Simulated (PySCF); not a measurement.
**Atomic calculation for Ru⁺**

System: Ru⁺, configuration 1s2 2s2 2p6 3s2 3p6 3d10 4s2 4p6 4d6 5s1, multiplicity 6.
Method: unrestricted HF, x2c-TZVPPall plus 1 even-tempered diffuse shell per l, spin-free X2C-1e, Gaussian nucleus (PySCF).

**The input**
```python
from pyscf import gto, scf, dft, mp, cc
import basis_set_exchange as bse
mol = gto.M(atom="Ru 0 0 0", charge=1, spin=5, symmetry="D2h",
            basis=gto.basis.parse(bse.get_basis("x2c-TZVPPall", elements=["Ru"], fmt="nwchem", augment_diffuse=1)),
            nucmod="G")
mf = scf.UHF(mol).sfx2c1e()
mf.irrep_nelec = {'Ag': (9, 6), 'B1g': (2, 2), 'B2g': (2, 1), 'B3g': (2, 1), 'B1u': (3, 3), 'B2u': (3, 3), 'B3u': (3, 3)}
mf.kernel()
```

The script is an equivalent of what the driver set up; the driver started from orbitals of its own, so the log can be shorter than this script's would be, and it computed the properties (radii, ⟨L²⟩, response) afterwards. It held the occupations shell by shell, which the script's counts by irreducible representation don't always enforce.

Hardware: 1 CPU thread, shared host.

**Log (extracts)**
```
damping factor = 0
level_shift factor = 0
DIIS = <class 'pyscf.scf.diis.CDIIS'>
diis_start_cycle = 1
diis_space = 10
diis_damp = 0
SCF conv_tol = 1e-09
SCF conv_tol_grad = None
number electrons alpha = 24  beta = 19
cycle= 1 E= -4527.74479871691  delta_E= -0.0051  |g|= 0.0256  |ddm|= 0.0559
cycle= 2 E= -4527.74499278347  delta_E= -0.000194  |g|= 0.00618  |ddm|= 0.0105
cycle= 3 E= -4527.74500810824  delta_E= -1.53e-05  |g|= 0.001  |ddm|= 0.00441
cycle= 4 E= -4527.74500865739  delta_E= -5.49e-07  |g|= 0.000432  |ddm|= 0.00079
cycle= 5 E= -4527.7450087853  delta_E= -1.28e-07  |g|= 7.05e-05  |ddm|= 0.000496
cycle= 6 E= -4527.74500879056  delta_E= -5.26e-09  |g|= 1.18e-05  |ddm|= 9.91e-05
cycle= 7 E= -4527.74500879065  delta_E= -8.64e-11  |g|= 1.96e-06  |ddm|= 3.19e-05
converged SCF energy = -4527.74500879065  <S^2> = 8.753023  2S+1 = 6.0010076
```

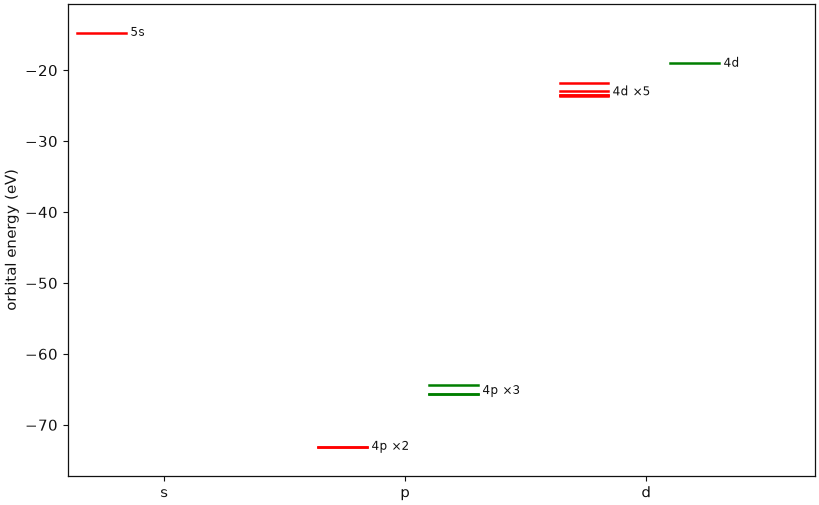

Orbital energies of the mean field, from the top down to −73.1 eV, by angular momentum, α spin at the left of each column and β at the right; ×n counts the orbitals under one label. The highest filled orbital is 5s α at −14.7 eV, the lowest empty one s β at −5.82 eV.

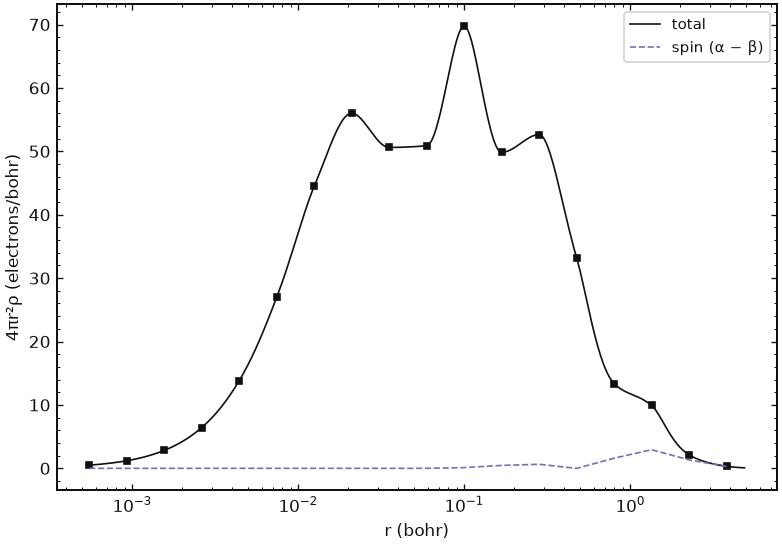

Spherically averaged radial density 4πr²ρ of the mean field and its spin part; markers are the stored points, which are sparse, and the line is a monotone interpolation between them. The largest stored value is 69.7 electrons/bohr at r = 0.10 bohr. Root-mean-square radii of the shells: 3s 0.428, 3p 0.432, 4s 1.09, 4p 1.21, 4d 1.68, 5s 3.19 bohr.

**Summary**

```
      quantity                    value
       outcome                converged
  total energy       −4527.7450 hartree
          ⟨S²⟩                    8.753
          ⟨L²⟩                     6.03
SCF iterations                        7
      CPU time  2.1 s (integrals apart)
```

**Notes**

Radii and densities are those of the two-component orbitals, without the picture-change correction, so the innermost s shells come out slightly too small (about 1 % for 1s near Z = 40, more for heavier atoms). This is not the ground configuration of the species.
